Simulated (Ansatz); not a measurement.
# Single-point calculation, with input and output: CuHCl (charge +1)

System: CuHCl, charge +1.
Method: RKS PBE0-D4/def2-TZVPPD (Ansatz 0.2.0).

The geometry is a complex of two molecules. The geometry comes from this level: PBE0-D4/def2-TZVP.

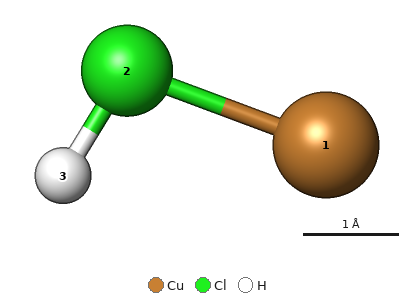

The structure as given in the input (ball-and-stick view, seen on its broad side; atoms are numbered from 1 in the order of the input). Sticks mark near contacts.

## Results in brief

- outcome: converged
- total energy: −57162.2534 eV
- mean-field energy: −57162.2230 eV
- dispersion energy: −0.0304 eV
- SCF solution under orbital rotations: stable
- HOMO: −14.37 eV
- LUMO: −8.39 eV
- hardware: 2 threads of Arm Neoverse V1, 23 GiB of memory available, shared host
- wall time: 1.8 s (CPU time 3.3 s)
- peak memory: 0.28 GiB

## Input
```yaml
crystal:
  periodic: [false, false, false]
  atoms:
    - {symbol: Cu, position_ang: [0.044312, -0.007562, -1.628115]}
    - {symbol: Cl, position_ang: [0.558160, -0.095510, 0.546500]}
    - {symbol: H, position_ang: [-0.602470, 0.103072, 1.081615]}
basis:
  gaussian: {orbitals: "def2-TZVPPD.json"}
total_charge: 1
hamiltonian: {xc: pbe0, dispersion: d4}
output: {orbitals: {seedname: orbitals}}
```

Launched with:
```bash
ansatz run in.yaml --threads 2 --pin off --events-out ev --progress --plain --max-ram 5222MiB
```

## Output
```
Functional definition: PBE0
  name "PBE0"
  cite "Adamo & Barone, J. Chem. Phys. 110, 6158 (1999) doi:10.1063/1.478522"
  cite "Perdew, Burke & Ernzerhof, Phys. Rev. Lett. 77, 3865 (1996) doi:10.1103/PhysRevLett.77.3865"
  parent pbe
  parameter a = 0.25
  parameter kappa = 0.804
  parameter beta = 0.06672455060314922
  exchange = (1 - a)*pbe_x(kappa = kappa, mu = beta*pi^2/3) + a*exact_x
  correlation = pbe_c(beta = beta)
979 factors; their error is unknown
mean field evaluation 1: about -57142.3646 eV, gradient 1.6e2 eV
mean field evaluation 2: about -56210.6058 eV, gradient 5.6e2 eV
mean field evaluation 4: about -57156.8426 eV, gradient 6.7e1 eV
mean field evaluation 8: about -57162.0751 eV, gradient 1.7e-1 eV
mean field evaluation 16: about -57162.2230 eV, gradient 1.1e-4 eV
mean field -57162.22298286 eV, -2100.6729486739 hartree, gradient 1.9e-5 eV, S^2 0.000000; 0 other end points of the search recorded, 0 dependent functions left out
reference -57162.22301546 eV, -2100.6729498717 hartree; 23, 23 occupied and 112, 112 virtual orbitals, 979 factors
Total energy: -57162.25341490 eV, -2100.6740670308 hartree
```

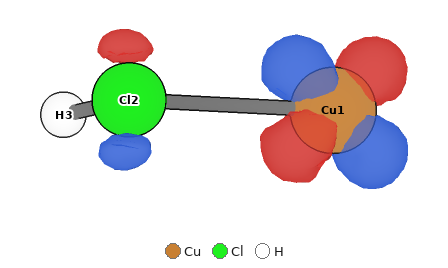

The HOMO−1 at ±0.3 Å⁻³ᐟ² (red and blue are the two phases), seen from the side. Its energy is −14.60 eV.

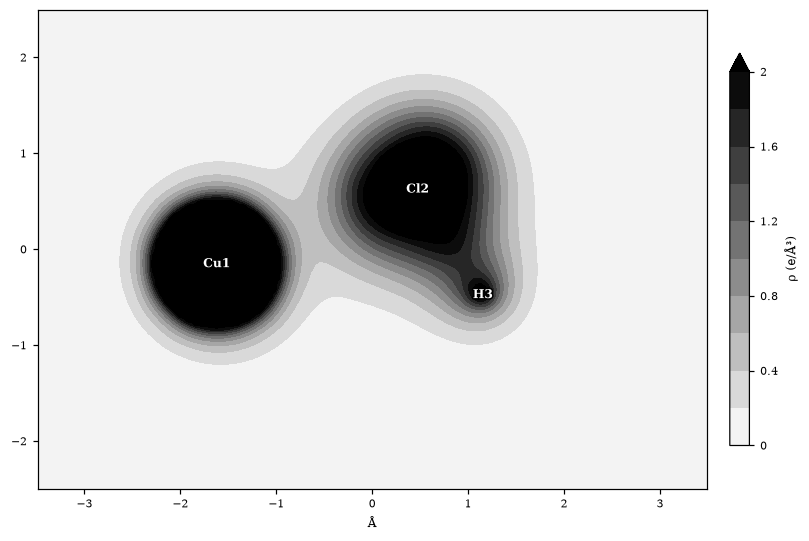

Total electron density on the molecular plane. The plane passes through Cu, Cl and H nuclei.

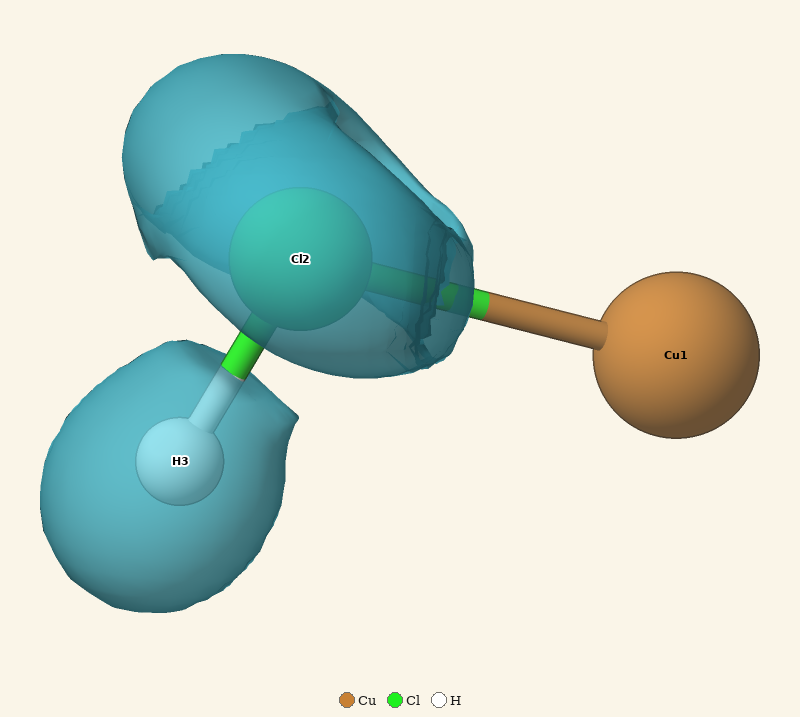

Isosurface of the electron localisation function at 0.85 (cyan), seen at a tilt. Core shells and regions of very low density are left out. Values along the shortest contacts: Cu–Cl (2.24 Å): the ELF peaks at about 0.90 in the valence shell of Cl, 0.8 Å from its nucleus, and is about 0.40 at the midpoint.

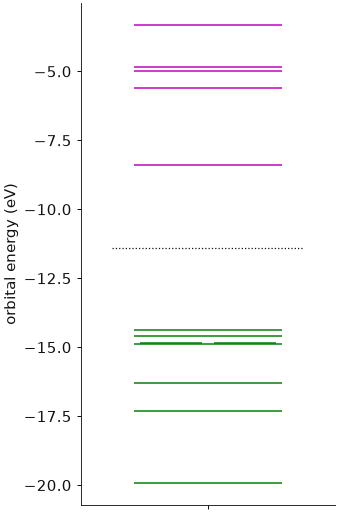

Orbital energies near the frontier; the dotted line parts filled from empty levels, and levels within 0.02 eV of each other stand side by side. Highest filled −14.37 eV, lowest empty −8.39 eV, 5.98 eV apart.
